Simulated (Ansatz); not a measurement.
## Electronic structure of GaH6NOSi in real space

The calculation's input:

```
crystal:
  periodic: [false, false, false]
  atoms:
    - { symbol: "N", position_ang: [-1.26214, 1.53163, -1.4088] }
    - { symbol: Ga, position_ang: [0.37122, 0.80497, -1.04237] }
    - { symbol: O, position_ang: [0.48086, -0.30024, 0.29544] }
    - { symbol: Si, position_ang: [0.55866, -1.33569, 1.55286] }
    - { symbol: H, position_ang: [-1.50156, 1.92353, -2.31046] }
    - { symbol: H, position_ang: [-2.08189, 1.08307, -1.01343] }
    - { symbol: H, position_ang: [1.69819, 1.12127, -1.72052] }
    - { symbol: H, position_ang: [-0.68674, -2.10905, 1.55752] }
    - { symbol: H, position_ang: [1.72375, -2.19447, 1.32554] }
    - { symbol: H, position_ang: [0.69964, -0.52501, 2.76422] }
basis:
  gaussian: { orbitals: def2-SVP }
hamiltonian:
  xc: r2scan
  dispersion: d4
relax:
  f_tol: 0.02
  max_steps: 50
output:
  orbitals: {}
```

Command:

```sh
ansatz run input.yaml --threads 2 --pin off --max-ram 3072MiB --backend cpu --events-out ev --progress --plain --runs-dir out
```

The fields are those of the relaxed geometry.

All numbers below come from RKS r2SCAN-D4/def2-SVP (Ansatz).

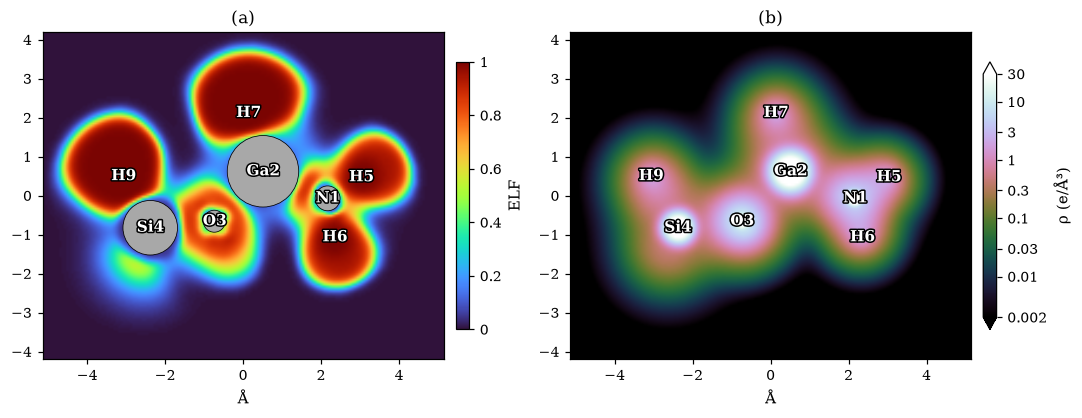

Figure 1. (a) electron localisation function; (b) electron density on the plane of atoms Ga2, N1 and H6. Grey discs cover the atomic cores in the ELF map.

**Read the bonding off the picture.**

The section cuts through N, Ga, O, Si and H sites.
Si–O (1.65 Å): ρ at the midpoint is about 1.1 e/Å³; the ELF peaks at about 0.85 between the atoms: a polar covalent bond.
Ga–O (1.79 Å): ρ at the midpoint is about 0.83 e/Å³; the ELF peaks at about 0.85 in the valence shell of O, 0.6 Å from its nucleus, and is about 0.20 at the midpoint.
Ga–N (1.80 Å): the density is about 0.94 e/Å³ at the midpoint; the ELF peaks at about 0.85 in the valence shell of N, 0.6 Å from its nucleus, and is about 0.30 at the midpoint.
N–H (1.01 Å): the density is about 2.8 e/Å³ at the midpoint; the ELF climbs to about 1 towards the hydrogen, as it does in any bond to H (a covalent bond by its length).
Si–H (1.50 Å): ρ at the midpoint is about 0.76 e/Å³; the ELF climbs to about 1 towards the hydrogen.
The ELF also peaks beside O3, away from the bonds: lone-pair regions.

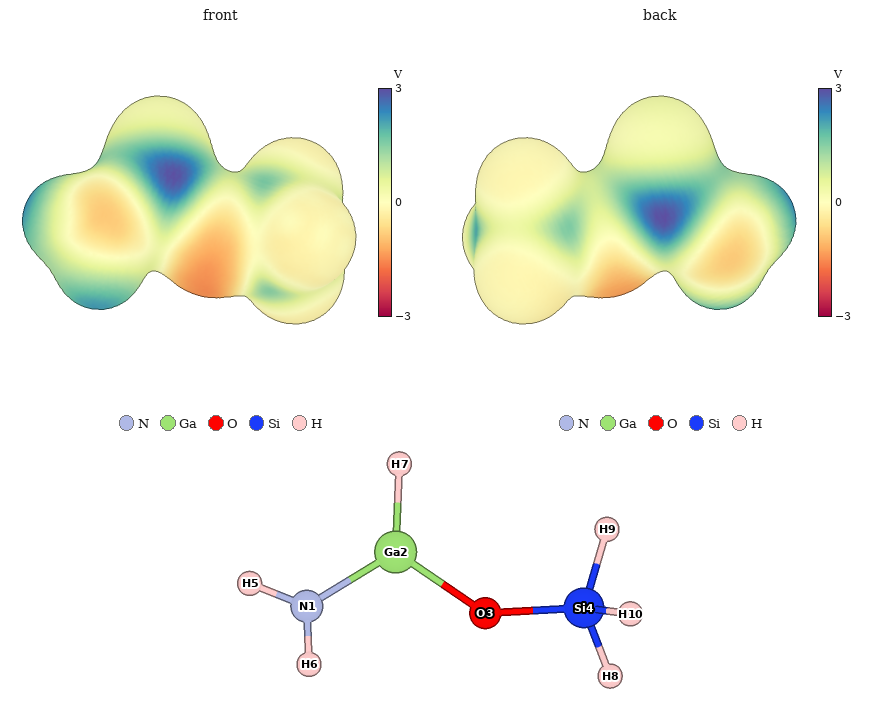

Figure 2. The electrostatic potential painted on the density surface at 0.004 e/bohr³, seen from the front and from behind; the colour scale runs from red (negative) to blue (positive). The bare structure is drawn below in the same view.

**Which sites attract a positive test charge, and which a negative one?**

A positive charge is drawn to the negative regions and a negative charge to the positive ones. The most negative region (about −1.4 V, or −32 kcal/mol for a unit charge) lies over O3, the most positive (about +2.9 V, or +67 kcal/mol for a unit charge) over Ga2. O3 is the likeliest acceptor of a hydrogen bond.

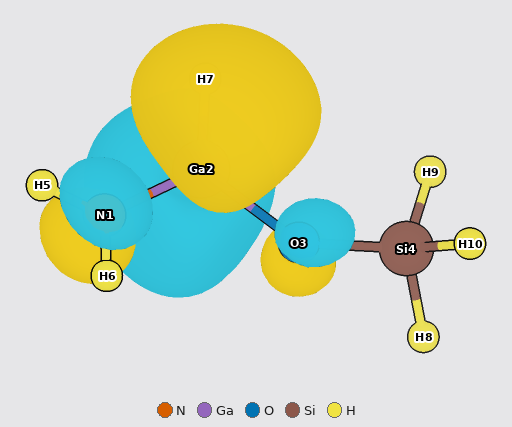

Figure 3. The LUMO at ±0.1 Å⁻³ᐟ² (yellow and cyan are the two phases), seen at a tilt.

**What is the character of this orbital?**

It lies mainly on Ga2 (about 70 %), N1 (about 10 %), O3 (about 5 %) and H7 (about 5 %). Its energy is −0.67 eV.
